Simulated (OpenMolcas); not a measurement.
**Zn: multiconfigurational calculation (part 2 of 2)**

Continued. System: Zn. Method: state-averaged RASSCF, active space 2 electrons in the shells 4s 4p 4d; RAS3 4d with at most 2 electrons, basis ANO-RCC, DKH2 scalar Hamiltonian, spin-orbit coupling by RASSI with atomic mean-field integrals (OpenMolcas).

**Output (extracts), continued**
```
++ Dipole transition strengths (spin-free states):
   -----------------------------------------------
     for osc. strength at least  1.00000000E+00

  ( Max oscillator strength is only   0.54466361522505358      )
--
Eigenvalues of complex Hamiltonian:
   -----------------------------------
  (Shifted by EMIN (a.u.) =      -1794.2526447468)

 SO State       Relative EMIN(au)   Rel lowest level(eV)    D:o, cm**(-1)     J-value

     1            -0.0000006795        0.0000000000              0.0000         0.0
     2             0.1192946581        3.2461915097          26182.3003         0.0
     3             0.1200163006        3.2658284026          26340.6825         0.6
     4             0.1200163006        3.2658284026          26340.6825         1.0
     5             0.1200163006        3.2658284026          26340.6825         0.6
     6             0.1214789204        3.3056283141          26661.6904         1.1
     7             0.1214789204        3.3056283141          26661.6904         1.3
     8             0.1214789204        3.3056283141          26661.6904         1.8
     9             0.1214789204        3.3056283141          26661.6904         1.8
    10             0.1214789204        3.3056283141          26661.6904         1.8
    11             0.1987134172        5.4072860369          43612.7031         0.6
    12             0.1987134172        5.4072860369          43612.7031         0.6
    13             0.1987134172        5.4072860369          43612.7031         1.0
    14             0.2959893594        8.0542992743          64962.3047         1.1
    15             0.2959893594        8.0542992743          64962.3047         1.3
    16             0.2959893594        8.0542992743          64962.3047         1.8
    17             0.2959893594        8.0542992743          64962.3047         1.8
    18             0.2959893594        8.0542992743          64962.3047         1.7
    19             0.3273497557        8.9076591301          71845.1161         0.0
    20             0.3280435823        8.9265391140          71997.3934         0.6
    21             0.3280435823        8.9265391140          71997.3934         1.0
    22             0.3280435823        8.9265391140          71997.3934         0.6
    23             0.3294485782        8.9647710005          72305.7544         2.0
    24             0.3294485782        8.9647710005          72305.7544         1.8
    25             0.3294485782        8.9647710005          72305.7544         1.0
    26             0.3294485782        8.9647710005          72305.7544         1.8
    27             0.3294485782        8.9647710005          72305.7544         1.0
Weights of the five most important spin-orbit-free states for each spin-orbit state.

 SO State  Total energy (au)           Spin-free states, spin, and weights
 -------------------------------------------------------------------------------------------------------
    1        -0.000001       4 0.0  1.0000    2 1.0  0.0000    1 1.0  0.0000    3 1.0  0.0000    8 0.0  0.0000
    2         0.119295      12 1.0  0.3333   11 1.0  0.3333   10 1.0  0.3333   14 0.0  0.0000   15 0.0  0.0000
    3         0.120016      12 1.0  0.4931   11 1.0  0.4643   10 1.0  0.0425   14 0.0  0.0001   15 0.0  0.0000
    4         0.120016      12 1.0  0.4800   10 1.0  0.4602   11 1.0  0.0597   13 0.0  0.0001   15 0.0  0.0000
    5         0.120016      10 1.0  0.4972   11 1.0  0.4759   12 1.0  0.0269   15 0.0  0.0001   14 0.0  0.0000
    6         0.121479      12 1.0  0.5565   10 1.0  0.3730   11 1.0  0.0705   15 0.0  0.0000   13 0.0  0.0000
    7         0.121479      12 1.0  0.5990   10 1.0  0.2276   11 1.0  0.1733   13 0.0  0.0000   14 0.0  0.0000
    8         0.121479      11 1.0  0.4687   12 1.0  0.4255   10 1.0  0.1057   15 0.0  0.0000   14 0.0  0.0000
    9         0.121479      10 1.0  0.5214   11 1.0  0.4709   12 1.0  0.0077   13 0.0  0.0000   14 0.0  0.0000
   10         0.121479      11 1.0  0.4832   10 1.0  0.4389   12 1.0  0.0779   15 0.0  0.0000   14 0.0  0.0000
   11         0.198713      15 0.0  0.9999   11 1.0  0.0000   10 1.0  0.0000   12 1.0  0.0000   14 0.0  0.0000
   12         0.198713      14 0.0  0.9999   12 1.0  0.0000   11 1.0  0.0000   10 1.0  0.0000   15 0.0  0.0000
```

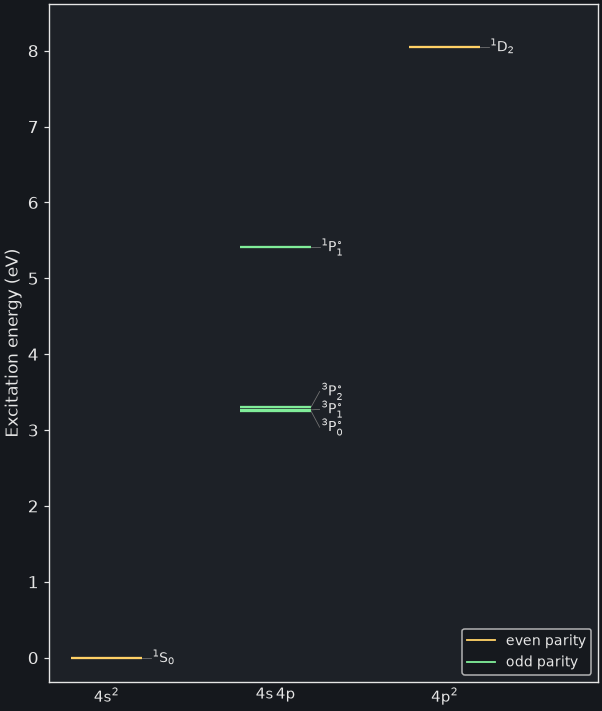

Fig. 1: Level diagram of neutral zinc. The lowest level is 4s² ¹S₀. The first excited level, 4s 4p ³P°₀, lies at 3.25 eV. It is also the lowest level of opposite parity. The leading LS term holds 100 % of a level on average.

| Configuration | Level | E (eV) | LS purity (%) |
| --- | --- | --- | --- |
| 4s² | ¹S₀ | 0 | 100 |
| 4s 4p | ³P°₀ | 3.246 | 100 |
| 4s 4p | ³P°₁ | 3.266 | 100 |
| 4s 4p | ³P°₂ | 3.306 | 100 |
| 4s 4p | ¹P°₁ | 5.407 | 100 |
| 4p² | ¹D₂ | 8.054 | 100 |

Outcome of the run: converged.
